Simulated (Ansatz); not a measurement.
Base system: SiO$_{2}$ (space group P3_121, No. 152; a = 4.948 Å, c = 5.441 Å).

Structures relaxed with PBEsol/PAW in Ansatz (a quantum-chemistry and plane-wave program), no spin-orbit coupling, earlier PAW set.

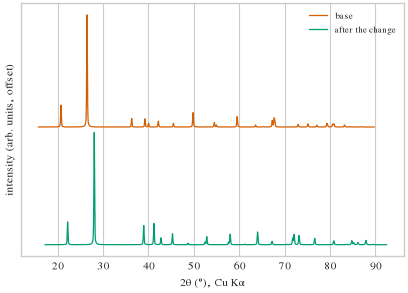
Figure. Simulated powder patterns before (top) and after one change

Problem. Which change produced these results?
A. pressure 9 GPa
B. pressure 30 GPa
C. pressure −2 GPa
D. pressure −1 GPa

Solution. A, pressure 9 GPa. Its volume per atom is 10.77 Å³ against 12.82 Å³, and its space group is P3_121 (No. 152).

Load acts through the strain it causes; cell and atoms are relaxed under it. Whether these cells are dynamically stable was not tested. No other phases were tried under pressure.
